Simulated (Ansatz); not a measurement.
**Antimony, hcp under BLYP: structure, energy and stiffness**

What does BLYP give for antimony in the hcp structure? We relax it, solve it on a dense k-mesh, then scale the cell to 7 volumes from 88 to 112 % of the relaxed one and try a fit of the equation of state. Spin polarisation is left out. The k-meshes are 11×11×6 for the relaxation; 17×17×9 for the dense run; 12×12×6 for the volumes.

Computed with Ansatz 0.2.0 (DFT BLYP, plane waves (420 eV) with PAW, scalar-relativistic; the PAW data stem from PBE, with regenerated cores, unless a step says otherwise).

## 1. The system as given

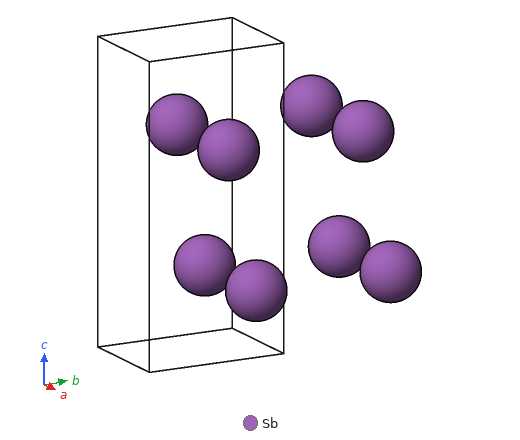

Start, viewed slightly off an axis; antimony purple. 2×2×1 cells are drawn. Any atoms on the faces are drawn again on the opposite ones.

As a file:

```
Sb
1.0
     3.37496    0.00000    0.00000
    -1.68748    2.92280    0.00000
     0.00000    0.00000    5.51131
Sb
2
Direct
  0.33333 0.66667 0.25000
  0.66667 0.33333 0.75000
```

## 2. Geometry optimisation

Contents of input.yaml:

```yaml
crystal:
  lattice:
    - [3.3749600568, 0.0, 0.0]
    - [-1.6874800284, 2.922801146, 0.0]
    - [0.0, 0.0, 5.5113097728]
  atoms:
    - { symbol: Sb, position: [0.3333333333, 0.6666666667, 0.25] }
    - { symbol: Sb, position: [0.6666666667, 0.3333333333, 0.75] }
hamiltonian:
  xc: blyp
  pseudopotentials:
    kind: paw
    azcp:
      Sb: "pseudopotentials/Sb.paw.azcp"
basis:
  ecutwfc: 420
  fft_grid_basis: typed
kpoints:
  mp_grid: { grid: [11, 11, 6], shift: [0, 0, 0] }
magnetization:
  spin_polarized: false
scf:
  occupations: { method: fermi_dirac, width: 0.1 }
relax:
  max_steps: 60
  f_tol: 0.01
  cell: {}
output:
  write_density: true
  write_potential: true
  elf: true
  volumetric_format: npy
```

The log of the run (excerpt; [...] marks lines left out):

```text
Warning: RAYON_NUM_THREADS=2 ignored (pool sized by the plan → 2); use --threads N
[...]
Pseudopotentials: kind: paw
Pseudopotential: Sb, paw, valence charge 15, recommended cutoff 420 eV (normal), <dir>
Functional definition: BLYP
[...]
Crystal: 2 atoms, lattice volume = 54.365 Å³
Basis set: ecut = 420 eV, 1099 PW (Γ), exchange–correlation on 48×48×80 points (8 copies of the dense FFT grid, shifted against one another)
Bands: 19, of which v1, the nominal top of the filled ones, is band 15 counted from 1 (14 counted from 0)
Symmetry: 24 space group operations
Space group: P63/mmc (ITA 194), of the structure as read, at distance tolerance 3.8e-5 Å
k-points: 64 of 726
[...]
SCF iter   1: F=—  HF=-13001.493955 eV  |F-HF|=—  |Δ(HF+E_count)|=         —  Δρ=7.14e-3  dr2=2.44e-2  ethr=1.77e-3  ⟨swp⟩=5.7  Hψ=5886  notcnv=0
[...]
relax step   1: F+E_penalty+E_count = -13001.48649908 eV  Δ(F+E_penalty+E_count) = +0.000e0 eV  max|allowed force component| = 7.517e-17 eV/Å  Δτ_max = 0.0000 Å  P = +6.032 GPa  Ω = 54.365 Å³  (8 SCF iters, dr2 threshold 1.00e-7 eV, accepted)
[...]
relax step   5: F+E_penalty+E_count = -13001.59303619 eV  Δ(F+E_penalty+E_count) = -1.098e-4 eV  max|allowed force component| = 7.170e-17 eV/Å  Δτ_max = 0.0000 Å  P = +0.003 GPa  Ω = 60.546 Å³  energy of the carried Pulay correction = -1.422e-3 eV  (3 SCF iters, dr2 threshold 9.67e-8 eV, accepted)
[...]
relax step   6: F+E_penalty+E_count = -13001.59405697 eV  Δ(F+E_penalty+E_count) = -1.021e-3 eV  max|allowed force component| = 6.939e-17 eV/Å  Δτ_max = 0.0000 Å  P = -0.015 GPa  Ω = 60.546 Å³  stress off target by 2.78e-2 GPa  SCF on the basis re-selected at this cell (its energy is not [...]
SCF converged after 5 iterations
Free energy (F): -13001.594057 eV
[...]
E sigma→0 (E₀):  -13001.574006 eV
Entropy (-TS):   -0.040102 eV (-20.051 meV/atom)
Fermi energy:    10.353782 eV
[...]
--- Forces (eV/Å), atoms counted from 1 ---
  atom   1  Sb     0.00000000    -0.00000000    -0.00000000
  atom   2  Sb    -0.00000000     0.00000000     0.00000000
[...]
--- Stress (GPa, compression-positive) ---
       -0.027758       0.000000       0.000000
       -0.000000      -0.027758       0.000000
        0.000000       0.000000       0.011360
  P = ⅓ Tr σ = -0.0147 GPa (-0.147 kbar)
--- Band table (eV; the first three rows and the last of 64) ---
  k-point 0: bands = ["-18.9223", "-18.9143", "-18.9143", "-18.9126", "-18.9120", "-18.9120", "-18.9003", "-18.9003", "-18.8716", "-18.8716", "-1.7811", "1.0561", "5.3096", "13.4709", "13.4709", "14.3736", "14.7284", "14.7284", "18.1400"]
[...]
--- Relaxed structure (5 steps of the walk, 5 accepted, 1 SCFs on fresh bases) ---
  F+E_penalty+E_count = -13001.59405697 eV   max|allowed force component| = 6.939e-17 eV/Å   (the final SCF, on the basis selected at the relaxed cell)
  cell:  # Å, volume = 60.5460 Å³
    - [3.468528013771709, -2.1447576546401938e-35, 0.0]
    - [-1.7342640068858546, 3.0038333736642815, 0.0]
    - [0.0, 0.0, 5.811185019781733]
  atoms:
    - { symbol: Sb, position: [0.3333333333333333, 0.6666666666666666, 0.24999999999999997] }
    - { symbol: Sb, position: [0.6666666666666666, 0.3333333333333333, 0.7499999999999998] }
```

Run time: 9.3 s. Hardware: 2 threads of Arm Neoverse V1, shared host; peak memory 0.36 GiB.

The steps of the relaxation:

```csv
step,energy change (meV/atom),largest force (eV/Å),pressure (GPa),volume (Å³/atom)
1,0.00,0.0000,6.03,27.183
2,-50.99,0.0000,-0.79,30.804
3,-52.88,0.0000,-0.14,30.351
4,-53.21,0.0000,0.07,30.216
5,-53.27,0.0000,0.00,30.273
6,-53.78,0.0000,-0.01,30.273
```

Steps that repeat a cell are solved on a basis chosen anew, so their changes of energy are no gain of the relaxation.

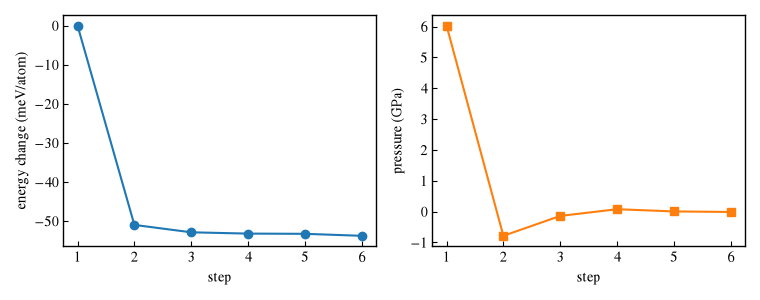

Energy and pressure over the accepted steps.

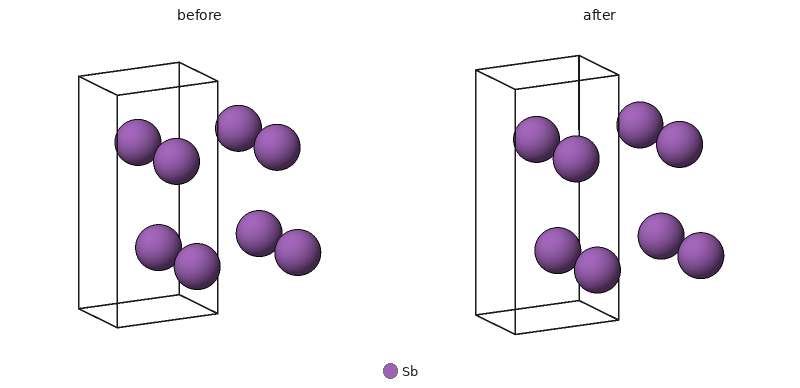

Start and end of the relaxation side by side. The cells drawn are those of the first picture.

Changes in the cell that was computed:

|  | before | after | change |
| --- | --- | --- | --- |
| a (Å) | 3.375 | 3.469 | +2.8 % |
| b (Å) | 3.375 | 3.469 | +2.8 % |
| c (Å) | 5.511 | 5.811 | +5.4 % |
| volume (Å³/atom) | 27.183 | 30.273 | +11.4 % |
| shortest distance (Å) | 3.375 | 3.469 | +2.8 % |
| space group (spins left aside) | P6_3/mmc | P6_3/mmc | same |

## 3. Single point on a dense mesh

Contents of input.yaml:

```yaml
crystal:
  lattice:
    - [3.4685280138, 0.0, 0.0]
    - [-1.7342640069, 3.0038333737, 0.0]
    - [0.0, 0.0, 5.8111850198]
  atoms:
    - { symbol: Sb, position: [0.3333333333, 0.6666666667, 0.25] }
    - { symbol: Sb, position: [0.6666666667, 0.3333333333, 0.75] }
hamiltonian:
  xc: blyp
  pseudopotentials:
    kind: paw
    azcp:
      Sb: "pseudopotentials/Sb.paw.azcp"
basis:
  ecutwfc: 420
  fft_grid_basis: typed
kpoints:
  mp_grid: { grid: [17, 17, 9], shift: [0, 0, 0] }
magnetization:
  spin_polarized: false
scf:
  occupations: { method: fermi_dirac, width: 0.1 }
```

The log of the run (excerpt; [...] marks lines left out):

```text
Warning: RAYON_NUM_THREADS=2 ignored (pool sized by the plan → 2); use --threads N
[...]
[... 3 set-up lines as earlier in the session ...]
[...]
Crystal: 2 atoms, lattice volume = 60.546 Å³
Basis set: ecut = 420 eV, 1153 PW (Γ), exchange–correlation on 48×48×80 points (8 copies of the dense FFT grid, shifted against one another)
Bands: 19, of which v1, the nominal top of the filled ones, is band 15 counted from 1 (14 counted from 0)
[... 1 set-up line as earlier in the session ...]
Space group: P63/mmc (ITA 194), of the structure as read, at distance tolerance 3.9e-5 Å
k-points: 165 of 2601
[...]
SCF iter   1: F=—  HF=-13001.587927 eV  |F-HF|=—  |Δ(HF+E_count)|=         —  Δρ=6.91e-3  dr2=2.69e-2  ethr=1.77e-3  ⟨swp⟩=5.7  Hψ=15208  notcnv=0
[...]
SCF iter   7: F=-13001.579504 eV  HF=-13001.579504 eV  |F-HF|=9.34e-9  |Δ(HF+E_count)|=   5.86e-7  Δρ=3.93e-6  dr2=9.62e-9  ethr=3.33e-10  ⟨swp⟩=3.0  Hψ=6795  notcnv=0
[...]
SCF converged after 7 iterations
Free energy (F): -13001.579504 eV
[...]
E sigma→0 (E₀):  -13001.555152 eV
Entropy (-TS):   -0.048705 eV (-24.352 meV/atom)
Fermi energy:    10.317660 eV
[...]
```

Run time: 3.7 s. Hardware: 2 threads of Arm Neoverse V1, shared host; peak memory 0.41 GiB.

## 4. Equation of state: 88 %

Contents of input.yaml:

```yaml
crystal:
  lattice:
    - [3.3238348, 0.0, 0.0]
    - [-1.6619174, 2.8785253748, 0.0]
    - [0.0, 0.0, 5.5687654594]
  atoms:
    - { symbol: Sb, position: [0.3333333333, 0.6666666667, 0.25] }
    - { symbol: Sb, position: [0.6666666667, 0.3333333333, 0.75] }
hamiltonian:
  xc: blyp
  pseudopotentials:
    kind: paw
    azcp:
      Sb: "pseudopotentials/Sb.paw.azcp"
basis:
  ecutwfc: 420
  fft_grid_basis: typed
kpoints:
  mp_grid: { grid: [12, 12, 6], shift: [0, 0, 0] }
magnetization:
  spin_polarized: false
scf:
  occupations: { method: fermi_dirac, width: 0.1 }
  lower_state_search: "off"
output:
  stress: true
  write_density: true
  write_potential: true
  elf: true
  volumetric_format: npy
```

The log of the run (excerpt; [...] marks lines left out):

```text
Warning: RAYON_NUM_THREADS=2 ignored (pool sized by the plan → 2); use --threads N
[...]
[... 3 set-up lines as earlier in the session ...]
[...]
Crystal: 2 atoms, lattice volume = 53.281 Å³
Basis set: ecut = 420 eV, 1051 PW (Γ), exchange–correlation on 48×48×80 points (8 copies of the dense FFT grid, shifted against one another)
Bands: 19, of which v1, the nominal top of the filled ones, is band 15 counted from 1 (14 counted from 0)
[... 2 set-up lines as earlier in the session ...]
k-points: 76 of 864
[...]
SCF iter   1: F=—  HF=-13001.454823 eV  |F-HF|=—  |Δ(HF+E_count)|=         —  Δρ=7.34e-3  dr2=2.49e-2  ethr=1.77e-3  ⟨swp⟩=5.7  Hψ=6980  notcnv=0
[...]
SCF iter   8: F=-13001.447260 eV  HF=-13001.447260 eV  |F-HF|=4.91e-10  |Δ(HF+E_count)|=   3.34e-8  Δρ=1.46e-6  dr2=1.25e-9  ethr=3.33e-10  ⟨swp⟩=9.4  Hψ=10131  notcnv=0
[...]
SCF converged after 8 iterations
Free energy (F): -13001.447260 eV
[...]
E sigma→0 (E₀):  -13001.431645 eV
Entropy (-TS):   -0.031229 eV (-15.614 meV/atom)
Fermi energy:    12.315392 eV
[...]
--- Stress (GPa, compression-positive) ---
        8.018868      -0.000000       0.000000
        0.000000       8.018868       0.000000
        0.000000       0.000000       7.048168
  P = ⅓ Tr σ = 7.6953 GPa (76.953 kbar)
--- Band table (eV; the first three rows and the last of 76) ---
  k-point 0: bands = ["-17.0060", "-16.9929", "-16.9906", "-16.9906", "-16.9867", "-16.9867", "-16.9694", "-16.9694", "-16.9237", "-16.9237", "-0.7249", "2.7543", "6.5091", "16.0675", "16.0675", "17.1897", "17.5934", "17.5934", "20.7730"]
[...]
```

Wall time 2.8 s (2 threads of Arm Neoverse V1, shared host); peak memory 0.35 GiB.

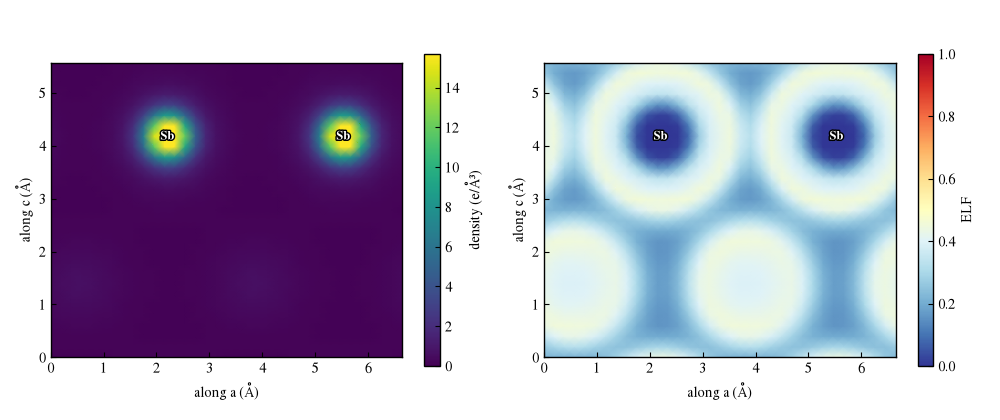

Density (left) and ELF (right) in a lattice plane of the grid's cell (edges 3.32 and 5.57 Å, at 0.333 of the third edge), which holds Sb. Only atoms in the plane are labelled; the density scale stops at 15.69 e/Å³. Both are smooth fields of the valence electrons: close to the nuclei they are not physical.

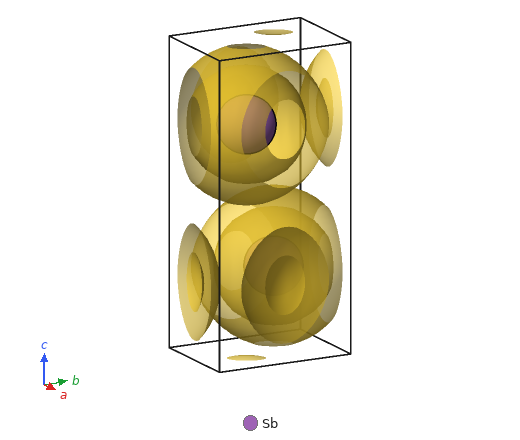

Surface of ELF = 0.41, drawn in one cell.

The highest ELF values outside the cores: 0.47 beside Sb, off the lines to its neighbours, 1.3 Å from Sb.

[end of part 1 of 2]
